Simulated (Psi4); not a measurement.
# BCl3 (boron trichloride) at FT97/6-311G(d,p) (density fitting)

Aim: the adiabatic singlet–triplet gap of BCl3 (boron trichloride) at FT97/6-311G** (density fitting), from 2 runs. Input form: a Python script.

Program for the calculation: Psi4 1.11.

2 further runs of the same task are left out: 2 that didn't finish.

## (1) The structure to begin with

BCl3: 4 atoms, total charge 0, spin state singlet. As SMILES, `ClB(Cl)Cl`. Geometry: relaxed at GFN2-xTB. The run starts from this shape.

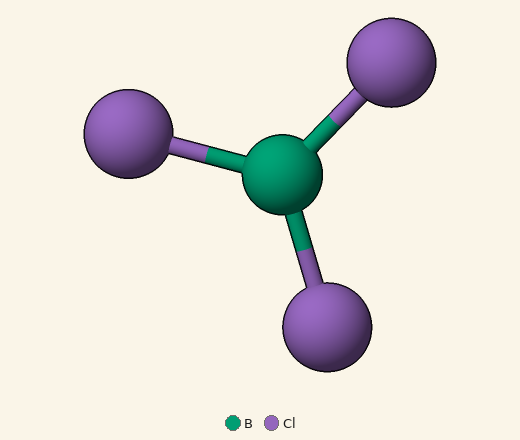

The structure, seen from a chosen angle (boron teal, chlorine purple).

## (2) A structure relaxation at FT97/6-311G(d,p) (density fitting)

bcl3.xyz

```xyz
4
BCl3
B      0.000530     0.000400     0.004030
Cl     1.722160    -0.027500     0.011870
Cl    -0.837250     1.505610    -0.018540
Cl    -0.885440    -1.478510     0.002640
```

calc.py

```python
import psi4

psi4.set_memory(1600000000)
psi4.set_num_threads(1)
psi4.set_output_file('output.dat', False)

with open('bcl3.xyz') as f:
    atoms = ''.join(f.readlines()[2:])
m = psi4.geometry('0 1\n' + atoms + 'no_reorient\nno_com')

psi4.set_options(dict(basis='6-311G**', scf_type='df', geom_maxiter=40))

result, w = psi4.optimize('FT97', molecule=m, return_wfn=True)
print(f'FT97 energy: {result:.10f} Eh')
print(m.to_string(dtype='xyz', units='Angstrom'))
```

The run is started by

```bash
$ python calc.py
```

output.dat:

```text
[...]
  Running in c1 symmetry.
[...]
  Nuclear repulsion =  232.068676989029029
[...]
  Multiplicity = 1
[...]
  Nalpha       = 28
  Nbeta        = 28
[...]
    Number of basis functions: 96
[...]
   @DF-RKS iter   1: -1405.47143143482981    1.87837e-01   5.12711e-03 DIIS/ADIIS
[...]
   @DF-RKS iter   7: -1405.57811535778342   -2.27374e-12   3.31316e-09 DIIS
[...]
    Orbital Energies [Eh]
    ---------------------
    Doubly Occupied:
       1A   -100.788994     2A   -100.788982     3A   -100.788963
       4A     -9.219506     5A     -9.219504     6A     -9.219456
       7A     -7.019736     8A     -7.019733     9A     -7.019733
      10A     -7.013479    11A     -7.013474    12A     -7.013472
      13A     -7.011280    14A     -7.011278    15A     -7.011277
      16A     -6.657601    17A     -0.824677    18A     -0.779870
      19A     -0.779817    20A     -0.487194    21A     -0.417408
      22A     -0.417363    23A     -0.371327    24A     -0.316304
      25A     -0.316230    26A     -0.313468    27A     -0.313452
      28A     -0.284564
[...]
  @DF-RKS Final Energy: -1405.57811535778342
   => Energetics <=
    Nuclear Repulsion Energy =            227.5963382474212722
    One-Electron Energy =               -2392.2146127705186700
    Two-Electron Energy =                 847.8310138761230519
    DFT Exchange-Correlation Energy =     -88.7908547108093842
    Empirical Dispersion Energy =           0.0000000000000000
    VV10 Nonlocal Energy =                  0.0000000000000000
    Total Energy =                      -1405.5781153577834175
[...]
 Multipole Moments:
 ------------------------------------------------------------------------------------
     Multipole            Electronic (a.u.)      Nuclear  (a.u.)        Total (a.u.)
 ------------------------------------------------------------------------------------
 L = 1.  Multiply by 2.5417464519 to convert [e a0] to [Debye]
 Dipole X            :         -0.0032206            0.0031488           -0.0000718
 Dipole Y            :          0.0047957           -0.0052561           -0.0004604
 Dipole Z            :          0.0047756           -0.0046394            0.0001362
 Magnitude           :                                                    0.0004855
[...]
  -Total Gradient:
     Atom            X                  Y                   Z
    ------   -----------------  -----------------  -----------------
       1       -0.000210469021    -0.000108603779     0.000035631394
       2        0.000418642103    -0.000065723057    -0.000008293087
       3        0.000074165298    -0.000059680522    -0.000010593986
       4        0.000327640969     0.000139073744    -0.000010375703
[...]
    Final optimized geometry and variables:
    Molecular point group: c1
    Full point group: C1
    Geometry (in Angstrom), charge = 0, multiplicity = 1:
    B           -0.000138855745     0.000231784364     0.000204587549
    CL           1.756505890990    -0.028786215363     0.013444974936
    CL          -0.854311624244     1.535419961899    -0.017627191562
    CL          -0.902055411000    -1.506865530901     0.003977629077
[...]
```

The script printed:

```text
Optimizer: Optimization complete!
FT97 energy: -1405.5781153578 Eh
4
0 1 BCl3
B                    -0.000138855745     0.000231784364     0.000204587549
Cl                    1.756505890990    -0.028786215363     0.013444974936
Cl                   -0.854311624244     1.535419961899    -0.017627191562
Cl                   -0.902055411000    -1.506865530901     0.003977629077
```

Wall time 25 s (1 thread of INTEL XEON PLATINUM 8581C at 2.30GHz (Emerald Rapids), shared host); peak memory 0.46 GiB.

Step by step:

| step | energy from the first frame kept (eV) | largest force (eV/Å) |
| --- | --- | --- |
| 0 | 0.0000 | 0.9705 |
| 1 | -0.0565 | 0.2272 |
| 2 | 0.1515 | 1.7958 |
| 3 | 0.0214 | 1.0978 |
| 4 | -0.0625 | 0.1585 |
| 5 | -0.0638 | 0.0146 |
| 6 | -0.0636 | 0.0177 |
| 7 | -0.0636 | 0.0177 |
| 8 | -0.0642 | 0.0249 |
| 9 | -0.0630 | 0.0218 |

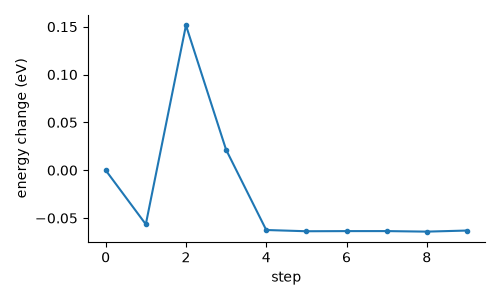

Energy along the run.

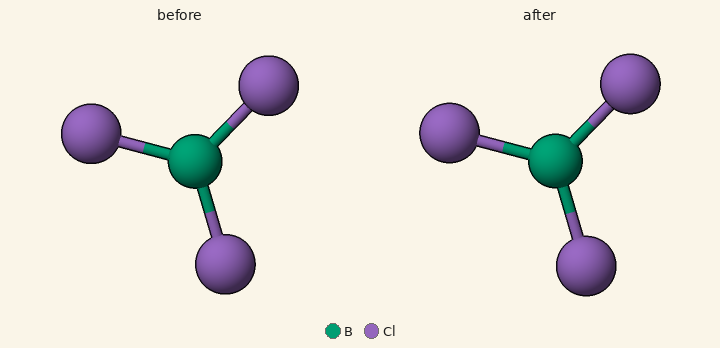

Before and after, at one scale.

After the run. Bond lengths: B1–Cl2 1.757 Å, B1–Cl3 1.757 Å, B1–Cl4 1.756 Å. Angles: Cl2–B1–Cl3 120.0°, Cl2–B1–Cl4 119.9°, Cl3–B1–Cl4 120.0°.

## (3) The triplet

run.py

```python
import psi4

psi4.set_memory('1600 MB')
psi4.set_num_threads(1)
psi4.core.set_output_file('output.dat', False)

molecule = psi4.geometry("""
0 3
B      0.000530     0.000400     0.004030
Cl     1.722160    -0.027500     0.011870
Cl    -0.837250     1.505610    -0.018540
Cl    -0.885440    -1.478510     0.002640
no_reorient
no_com
""")

psi4.set_options(dict(basis='6-311G**', reference='uks', scf_type='df', geom_maxiter=40))

e_tot = psi4.optimize("ft97", molecule=molecule)
print(f'total energy {e_tot:.8f} hartree = {e_tot * 27.211386:.5f} eV')
print(molecule.to_string(dtype='xyz', units='Angstrom'))
```

The run is started by

```bash
$ python run.py
```

output.dat, shortened:

```text
[...]
  Running in c1 symmetry.
[...]
  Nuclear repulsion =  232.068676989029029
[...]
  Multiplicity = 3
[...]
  Nalpha       = 29
  Nbeta        = 27
[...]
    Number of basis functions: 96
[...]
   @DF-UKS iter   1: -1405.21703623377380    4.42232e-01   5.93081e-03 DIIS/ADIIS
[...]
   @DF-UKS iter  10: -1405.40866619945973    4.54747e-13   2.68056e-09 DIIS
[...]
   @S^2 Observed:                2.004511848E+00
[...]
  @DF-UKS Final Energy: -1405.40866619945973
   => Energetics <=
    Nuclear Repulsion Energy =            223.8522610727526967
    One-Electron Energy =               -2384.0981732764839762
    Two-Electron Energy =                 843.5288277595080899
    DFT Exchange-Correlation Energy =     -88.6915817552368253
    Empirical Dispersion Energy =           0.0000000000000000
    VV10 Nonlocal Energy =                  0.0000000000000000
    Total Energy =                      -1405.4086661994597307
[...]
 Multipole Moments:
 ------------------------------------------------------------------------------------
     Multipole            Electronic (a.u.)      Nuclear  (a.u.)        Total (a.u.)
 ------------------------------------------------------------------------------------
 L = 1.  Multiply by 2.5417464519 to convert [e a0] to [Debye]
 Dipole X            :         -0.1025632            0.1072115            0.0046483
 Dipole Y            :          0.0721625           -0.0724783           -0.0003158
 Dipole Z            :         10.4122729          -10.7199216           -0.3076487
 Magnitude           :                                                    0.3076840
[...]
  -Total Gradient:
     Atom            X                  Y                   Z
    ------   -----------------  -----------------  -----------------
       1       -0.000103641712     0.000062859938     0.000010493469
       2       -0.000175063043    -0.000048087874    -0.000063237874
       3        0.000032973774    -0.000149242132     0.000123623434
       4       -0.000062548468    -0.000007525864     0.000067198254
[...]
    Final optimized geometry and variables:
    Molecular point group: c1
    Full point group: C1
    Geometry (in Angstrom), charge = 0, multiplicity = 3:
    B           -0.004727822006     0.003196156245     0.472728184412
    CL           1.750346008256    -0.027952569749    -0.144340405828
    CL          -0.847526821067     1.529323095398    -0.175044253325
[...]
```

The script printed:

```text
Some dependencies such as QCElemental have not yet finished migration to pydantic v2. If issues are encountered please downgrade pydantic or upgrade QCElemental as appropriate
	Previous geometry is closer to target in internal coordinates, so using that one.

	Best geometry has RMS(Delta(q)) = 2.07e-02

	Change in internal coordinate of 7.17e-01 exceeds limit of 5.00e-01.
	Skipping Hessian update for step 2.
	Change in internal coordinate of 7.32e-01 exceeds limit of 5.00e-01.
	Skipping Hessian update for step 1.
	Change in internal coordinate of 7.85e-01 exceeds limit of 5.00e-01.
	Skipping Hessian update for step 3.
	Change in internal coordinate of 1.08e+00 exceeds limit of 5.00e-01.
	Skipping Hessian update for step 2.
	Change in internal coordinate of 1.10e+00 exceeds limit of 5.00e-01.
	Skipping Hessian update for step 1.
	Energy has increased in a minimization.
	Energy ratio indicates iffy step.
	Intrafrag trust radius decreased to   0.25.
	Change in internal coordinate of 6.61e-01 exceeds limit of 5.00e-01.
	Skipping Hessian update for step 3.
	Change in internal coordinate of 9.61e-01 exceeds limit of 5.00e-01.
	Skipping Hessian update for step 2.
	Change in internal coordinate of 9.76e-01 exceeds limit of 5.00e-01.
	Skipping Hessian update for step 1.
	Change in internal coordinate of 6.37e-01 exceeds limit of 5.00e-01.
	Skipping Hessian update for step 3.
	Change in internal coordinate of 9.37e-01 exceeds limit of 5.00e-01.
	Skipping Hessian update for step 2.
	Change in internal coordinate of 9.52e-01 exceeds limit of 5.00e-01.
	Skipping Hessian update for step 1.
	Energy has increased in a minimization.
	Energy ratio indicates iffy step.
	Intrafrag trust radius decreased to   0.25.
	Previous geometry is closer to target in internal coordinates, so using that one.

	Best geometry has RMS(Delta(q)) = 4.14e-08

Optimizer: Optimization complete!
total energy -1405.40866620 hartree = -38243.11770 eV
4
0 3 BCl3
B                    -0.004727822006     0.003196156245     0.472728184412
Cl                    1.750346008256    -0.027952569749    -0.144340405828
Cl                   -0.847526821067     1.529323095398    -0.175044253325
Cl                   -0.898091365183    -1.504566681894    -0.153343525258
```

It took 39 s on 1 thread of INTEL XEON PLATINUM 8581C at 2.30GHz (Emerald Rapids), shared host; peak memory 0.46 GiB.

Steps, from the record of the run:

| step | energy from the first frame kept (eV) | largest force (eV/Å) |
| --- | --- | --- |
| 0 | 0.0000 | 1.9660 |
| 1 | -0.2292 | 0.5105 |
| 2 | -0.3715 | 1.1777 |
| 3 | -0.6859 | 0.6690 |
| 4 | -0.6752 | 1.2152 |
| 5 | -0.7455 | 0.5829 |
| 6 | -0.7639 | 0.4276 |
| 7 | -0.7721 | 0.0951 |
| 8 | -0.7752 | 0.0235 |
| 9 | -0.7747 | 0.0101 |

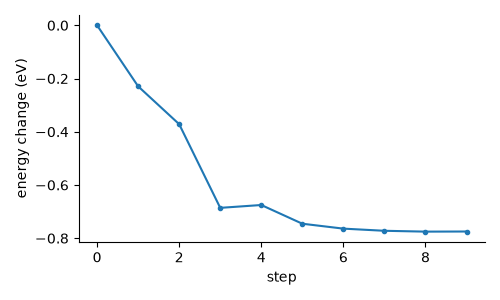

Energy along the run.

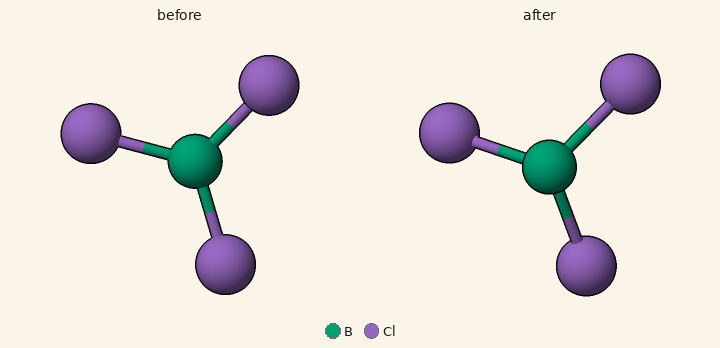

Before and after, at one scale.

After the run. Bond lengths: B1–Cl2 1.861 Å, B1–Cl3 1.860 Å, B1–Cl4 1.861 Å. Angles: Cl2–B1–Cl3 109.0°, Cl2–B1–Cl4 109.1°, Cl3–B1–Cl4 109.3°.

## (4) Results

At FT97/6-311G** (density fitting):

```
                                                              quantity           value
                                      singlet: total energy at the end  -1405.57812 Eh
                                                singlet: dipole moment          0.00 D
                                                  singlet: HOMO energy        -7.74 eV
                                                  singlet: LUMO energy        -2.59 eV
                                                singlet: HOMO–LUMO gap         5.15 eV
                                      triplet: total energy at the end  -1405.40867 Eh
                                                triplet: dipole moment          0.78 D
                           triplet: HOMO energy (highest over α and β)        -4.26 eV
                                                         triplet: ⟨S²⟩           2.005
adiabatic energy of the triplet above the singlet (no zero-point term)        4.611 eV
```

What this shows: The adiabatic energy of the triplet above the singlet (no zero-point term) is 4.61 eV (106 kcal/mol). The optimisation (singlet) took 10 steps and changed the energy by -0.063 eV. The optimisation (triplet) took 10 steps and changed the energy by -0.775 eV.
